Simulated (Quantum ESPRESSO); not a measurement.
# Energy and gap at +3 % biaxial strain: 1T-TiO2, 1 layer

How the rows were computed: Quantum ESPRESSO 7.5 driven by ASE, PBE, GBRV ultrasoft, ESM (bc1); atomic heights clamped; cell area 7.740 Å² at zero strain.

| strain (%) | energy (meV a cell) | gap on the mesh (eV) |
| --- | --- | --- |
| −3 | 130.08 | 2.993 |
| −1.5 | 32.76 | 2.852 |
| 0 | 0.00 | 2.715 |
| +1.5 | 24.99 | 2.583 |

**Question.** What are energy and gap at +3 %, and how stiff is the sheet?

By hand: About zero, E'' = (32.76 + 24.99 − 2 × 0.00)/1.5² = 25.67 meV per %² and E' = (24.99 − 32.76)/3 = −2.59 meV per %. With E = A K ε², where K = (C11 + C22)/2 + C12 (C11 + C12 for a hexagonal sheet), K = 25.67 × 10/(2 × 7.740) × 16.02 = 266 N/m. The parabola gives E(+3 %) = 0.00 + 3 × (−2.59) + 4.5 × 25.67 = 107.7 meV. Continuing the last slope, the gap is 2 × 2.583 − 2.715 = 2.451 eV.

What the calculation gave: E = 101.3 meV and the gap 2.454 eV. The parabola misses by +6.4 meV, too high, since bonds soften under tension. The gap's line misses by −0.003 eV.

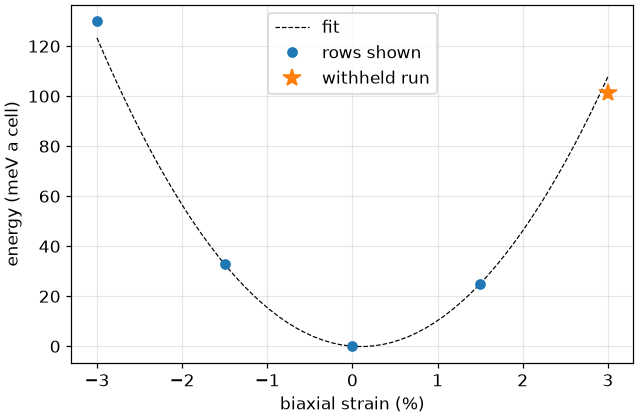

The rows shown, the fit and the withheld run.

**Limits.** Clamped heights stiffen sheets with several planes. Semilocal gap, no spin-orbit coupling.
